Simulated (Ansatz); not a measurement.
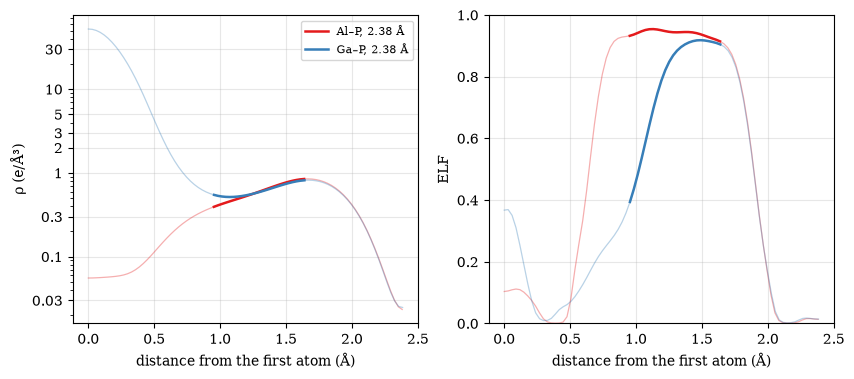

The picture shows: AlGa5P6. Valence electron density and electron localisation function along straight lines between neighbouring atoms. Thin, pale parts lie inside the atomic spheres.

Space group P-4m2; a structure generated by program, which may or may not match a known phase; computed pressure about −2 GPa in this cell.

Level of theory: DFT r2SCAN, scalar-relativistic, plane waves, PAW in Ansatz 0.2.0.

In a PAW calculation such maps are meaningful between the atoms, not at the nuclei.

The calculation's input:

```
crystal:
  lattice:
    - [3.8945814369, 0.0, 0.0]
    - [0.0, 3.8945814369, 0.0]
    - [0.0, 0.0, 16.5109217567]
  atoms:
    - { symbol: Al, position: [0.5, 0.5, 0.5] }
    - { symbol: Ga, position: [0.0, 0.0, 0.0] }
    - { symbol: Ga, position: [0.5, 0.5, 0.1666598796] }
    - { symbol: Ga, position: [0.0, 0.0, 0.3333130618] }
    - { symbol: Ga, position: [0.0, 0.0, 0.6666869382] }
    - { symbol: Ga, position: [0.5, 0.5, 0.8333401204] }
    - { symbol: P, position: [0.5, 0.0, 0.2499614398] }
    - { symbol: P, position: [0.0, 0.5, 0.4170351668] }
    - { symbol: P, position: [0.5, 0.0, 0.5829648332] }
    - { symbol: P, position: [0.0, 0.5, 0.7500385602] }
    - { symbol: P, position: [0.5, 0.0, 0.9166687453] }
    - { symbol: P, position: [0.0, 0.5, 0.0833312547] }
basis:
  ecutwfc: 500
kpoints:
  mp_grid: { grid: [8, 8, 2] }
  band_path:
    path:
      - [[0.0, 0.0, 0.0], [0.0, 0.5, 0.0], [0.5, 0.5, 0.0], [0.0, 0.0, 0.0], [0.0, 0.0, 0.5], [0.0, 0.5, 0.5], [0.5, 0.5, 0.5], [0.0, 0.0, 0.5]]
      - [[0.0, 0.5, 0.0], [0.0, 0.5, 0.5]]
      - [[0.5, 0.5, 0.0], [0.5, 0.5, 0.5]]
    npoints: 10
hamiltonian:
  xc: r2scan
scf:
  occupations: { method: gaussian, width: 0.02 }
  n_extra_bands: 30
output:
  forces: true
  stress: true
  eigenvalues: true
  populations: true
  dos: { projected: true, de: 0.02, nscf_kmesh: { grid: [12, 12, 3] } }
  bader: false
  write_density: true
  write_potential: true
  elf: true
  volumetric_format: npy
```

Command:

```sh
ansatz run input.yaml --threads 1 --pin off --max-ram 2560MiB --backend cpu --events-out ev --progress --plain --runs-dir out
```

Below, planes, directions and counts refer to the conventional cell (a = 3.89 Å, b = 3.89 Å, c = 16.51 Å, α = 90.00°, β = 90.00°, γ = 90.00°).

> What can be read from the curves?

Al–P (2.38 Å): the density is about 0.52 e/Å³ at the midpoint; the ELF peaks at about 0.95 between the atoms: a shared electron pair.
Ga–P (2.38 Å): ρ is about 0.54 e/Å³ halfway; the ELF peaks at about 0.90 in the valence shell of P, 0.9 Å from its nucleus, and is about 0.80 at the midpoint.
